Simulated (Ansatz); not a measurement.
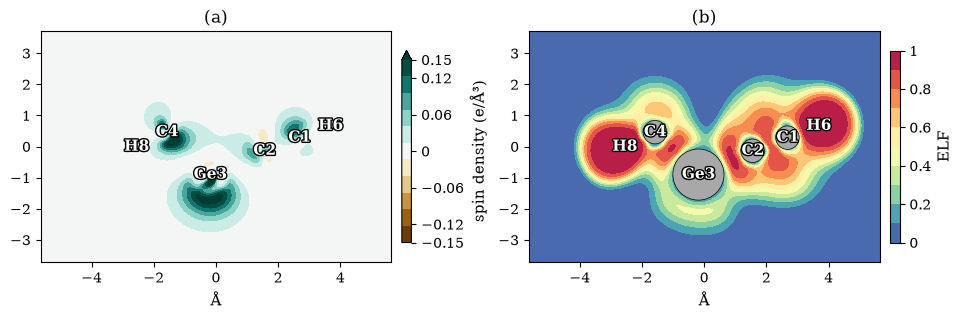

Figure 1: C3H4FGe (SMILES C#[C][Ge]([CH3])[F]) (doublet). (a) spin density; (b) electron localisation function on the plane of atoms C2, Ge3 and C4. Grey discs cover the atomic cores in the ELF map.

Geometry: PBE0-D4/def2-TZVP.

Method: Ansatz 0.2.0, UKS PBE0-D4/def2-TZVPP.

```yaml
atoms:
  - { symbol: C, position_ang: [-0.0961, 2.6568, -0.0101] }
  - { symbol: C, position_ang: [0.2629, 1.5093, -0.1281] }
  - { symbol: Ge, position_ang: [0.9902, -0.2456, -0.1479] }
  - { symbol: C, position_ang: [-0.3108, -1.5814, 0.4306] }
  - { symbol: F, position_ang: [1.3381, -0.5897, -1.8266] }
  - { symbol: H, position_ang: [-0.4276, 3.6666, 0.0758] }
  - { symbol: H, position_ang: [-1.1433, -1.5589, -0.2757] }
  - { symbol: H, position_ang: [0.1424, -2.5712, 0.4350] }
  - { symbol: H, position_ang: [-0.6673, -1.3322, 1.4299] }
```

> Read the bonding off the picture.

Atoms in the plane: C, Ge and H. C–C (1.21 Å): the ELF peaks at about 0.85 between the atoms; a multiple bond. C–Ge (1.90 Å): the ELF peaks at about 0.95 in the valence shell of C, 0.7 Å from its nucleus, and is about 0.60 at the midpoint. C–H (1.07 Å): the ELF climbs to about 1 towards the hydrogen, as it does in any bond to H; a covalent bond by its length. C–Ge (1.95 Å): the ELF peaks at about 0.90 between the atoms; a shared electron pair. The unpaired spin (1 electron) lies mostly on Ge3 (about 0.7), C4 (about 0.1) and C1 (about 0.1), in electrons by Hirshfeld's partition.
